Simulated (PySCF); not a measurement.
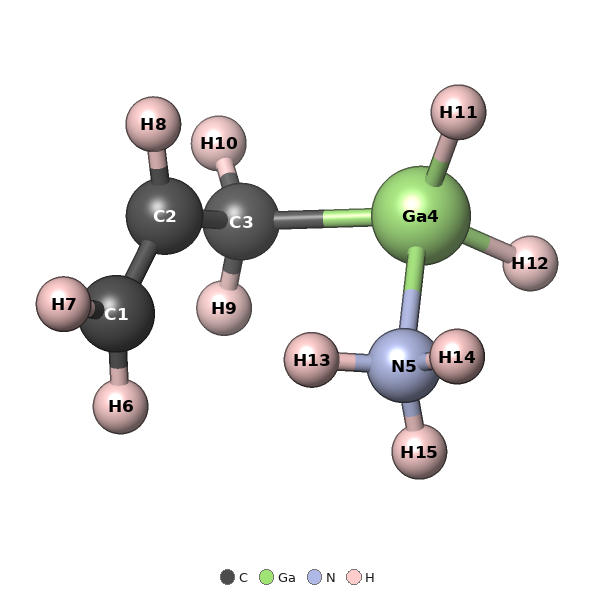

The geometry was computed by an optimisation with GFN2-xTB. No frequency run is at hand to confirm it as a minimum. Properties computed with B3LYP/pcJ-1 (pcSseg-1 on Ga) indirect spin-spin coupling, non-relativistic, gas phase (PySCF 2.14.0). Isotopes: 13C, 1H, 15N.

Give the spin–spin coupling constants of these pairs, with the number of bonds between them: N5/H15, N5/H13, N5/H14, C3/N5, N5/H12, N5/H11, C2/N5, N5/H10, N5/H9.

```tsv
pair	bonds apart	J (Hz)
N5, H15	1	−70.4
N5, H13	1	−69.0
N5, H14	1	−72.8
C3, N5	2	−0.6
N5, H12	2	−7.5
N5, H11	2	−6.4
C2, N5	3	−0.8
N5, H10	3	−1.2
N5, H9	3	−0.7
```

The geometry is semi-empirical. Around Ga such bond lengths and angles can be off by a tenth of an ångström or more and by several degrees, and values that hang on the shape move with them.
